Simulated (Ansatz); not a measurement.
**revPBE/cc-pVDZ run of C2H7BO (SMILES CBOC)**

Aim: the vertical ionisation energy of C2H7BO at revPBE/cc-pVDZ, from 2 runs. 

The results are computed with Ansatz 0.2.0.

62 further runs of the same task are left out: 62 set aside as unsound or not needed. Runs told in other sessions of the task aren't counted.

## (1) Starting point

The species is C2H7BO (11 atoms), meant as a singlet with charge 0. SMILES: `CBOC`. The coordinates come from a PBE0-D4/def2-TZVP relaxation. This is one conformer, not always the lowest.

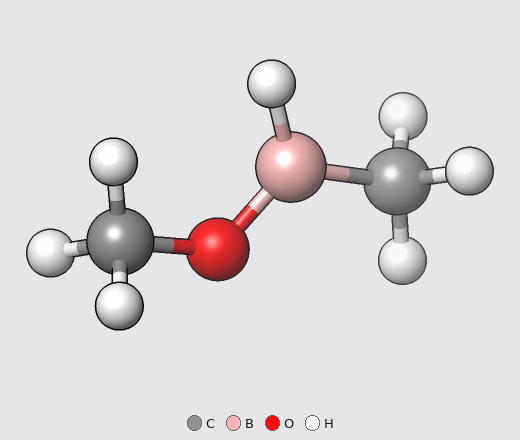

Viewed from a chosen angle; carbon grey, boron pink, oxygen red, hydrogen white.

## (2) A single-point energy at revPBE/cc-pVDZ

Input file run.yaml:

```yaml
crystal:
  periodic: [false, false, false]
  atoms:
    - symbol: C
      position_ang: [-1.306200, 1.341700, -0.364700]
    - symbol: B
      position_ang: [-0.434700, 0.206700, 0.257100]
    - symbol: O
      position_ang: [0.626600, -0.267100, -0.425200]
    - symbol: C
      position_ang: [1.454400, -1.289700, 0.083900]
    - symbol: H
      position_ang: [-0.966000, 1.657000, -1.352600]
    - symbol: H
      position_ang: [-2.351400, 1.021300, -0.437600]
    - symbol: H
      position_ang: [-1.315700, 2.214600, 0.297900]
    - symbol: H
      position_ang: [-0.678700, -0.268200, 1.340800]
    - symbol: H
      position_ang: [1.446400, -2.133000, -0.610100]
    - symbol: H
      position_ang: [1.113800, -1.626100, 1.067400]
    - symbol: H
      position_ang: [2.476800, -0.914200, 0.163700]
basis:
  gaussian:
    orbitals: cc-pVDZ
hamiltonian:
  xc: {name: revPBE}
accuracy: high
output: {orbitals: {seedname: orbitals}}
```

On the command line:

```
ansatz run run.yaml --threads 1 --pin off --max-ram 3480MiB --events-out events.jsonl --progress --plain --runs-dir runs
```

Log:

```text
Warning: RAYON_NUM_THREADS=1 ignored (pool sized by the plan → 1); use --threads N
Functional definition: revPBE
  name "revPBE"
  parameter kappa = 1.245
  parameter beta = 0.06672455060314922
  exchange = pbe_x(kappa = kappa, mu = beta*pi^2/3)
  correlation = pbe_c(beta = beta)
2200 factors; integrals over basis functions are off by at most 4.8e-9 eV
mean field evaluation 1: about -4901.8845 eV, gradient 6.2e1 eV
mean field evaluation 2: about -4889.0966 eV, gradient 9.5e1 eV
mean field evaluation 4: about -4911.0833 eV, gradient 5.4e0 eV
mean field evaluation 8: about -4911.1388 eV, gradient 7.4e-2 eV
mean field evaluation 16: about -4911.1388 eV, gradient 4.9e-6 eV
mean field -4911.13882868 eV, -180.4810230646 hartree, gradient 2.7e-8 eV, S^2 0.000000; 0 other end points of the search recorded, 0 dependent functions left out
reference -4911.13883314 eV, -180.4810232283 hartree; 16, 16 occupied and 75, 75 virtual orbitals, 2200 factors
Total energy: -4911.13883314 eV, -180.4810232283 hartree
```

Wall time 7.5 s (1 thread of Arm Neoverse V2, shared host); peak memory 0.24 GiB.

## (3) The doublet cation at the same level

Input file in.yaml:

```yaml
crystal:
  periodic: [false, false, false]
  atoms:
    - {symbol: C, position_ang: [-1.306200, 1.341700, -0.364700]}
    - {symbol: B, position_ang: [-0.434700, 0.206700, 0.257100]}
    - {symbol: O, position_ang: [0.626600, -0.267100, -0.425200]}
    - {symbol: C, position_ang: [1.454400, -1.289700, 0.083900]}
    - {symbol: H, position_ang: [-0.966000, 1.657000, -1.352600]}
    - {symbol: H, position_ang: [-2.351400, 1.021300, -0.437600]}
    - {symbol: H, position_ang: [-1.315700, 2.214600, 0.297900]}
    - {symbol: H, position_ang: [-0.678700, -0.268200, 1.340800]}
    - {symbol: H, position_ang: [1.446400, -2.133000, -0.610100]}
    - {symbol: H, position_ang: [1.113800, -1.626100, 1.067400]}
    - {symbol: H, position_ang: [2.476800, -0.914200, 0.163700]}
basis:
  gaussian: {orbitals: cc-pVDZ}
total_charge: 1
magnetization: {spin_polarized: true, initial_magnetization: 1}
hamiltonian: {xc: {name: revPBE}}
accuracy: high
output: {orbitals: {seedname: orbitals}}
```

On the command line:

```
ansatz run in.yaml --threads 1 --pin off --max-ram 3480MiB --events-out events.jsonl --progress --plain --runs-dir runs
```

Log (excerpt; [...] marks lines left out):

```text
Warning: RAYON_NUM_THREADS=1 ignored (pool sized by the plan → 1); use --threads N
[... 6 set-up lines as earlier in the session ...]
2199 factors; integrals over basis functions are off by at most 4.8e-9 eV
mean field evaluation 1: about -4883.0829 eV, gradient 6.3e1 eV
mean field evaluation 2: about -4809.0679 eV, gradient 1.3e2 eV
mean field evaluation 4: about -4899.6382 eV, gradient 1.7e1 eV
mean field evaluation 8: about -4901.0073 eV, gradient 2.1e-1 eV
mean field evaluation 16: about -4901.0019 eV, gradient 1.3e-4 eV
mean field evaluation 32: about -4899.0947 eV, gradient 1.0e1 eV
mean field -4901.00188778 eV, -180.1084973575 hartree, gradient 2.9e-8 eV, S^2 0.752265; 6 other end points of the search recorded, 0 dependent functions left out
reference -4901.00189214 eV, -180.1084975176 hartree; 16, 15 occupied and 75, 76 virtual orbitals, 2199 factors
Total energy: -4901.00189214 eV, -180.1084975176 hartree
```

It took 18 s on 1 thread of Arm Neoverse V2, shared host; peak memory 0.32 GiB.

## (4) Results

Level: revPBE/cc-pVDZ.

| quantity | value |
| --- | --- |
| singlet C2H7BO: total energy | -180.48102 Eh |
| singlet C2H7BO: HOMO energy | -6.68 eV |
| singlet C2H7BO: LUMO energy | -0.41 eV |
| singlet C2H7BO: HOMO–LUMO gap | 6.27 eV |
| doublet cation: total energy | -180.10850 Eh |
| doublet cation: HOMO energy (highest over α and β) | -13.81 eV |
| doublet cation: LUMO energy (lowest over α and β) | -13.57 eV |
| doublet cation: ⟨S²⟩ | 0.752 |
| vertical ionisation energy (to the doublet cation) | 10.137 eV |

In words: Removing an electron at fixed nuclei costs 10.14 eV (978 kJ/mol). −ε(HOMO) before ionisation, 6.68 eV, is 3.46 eV below this ionisation energy.
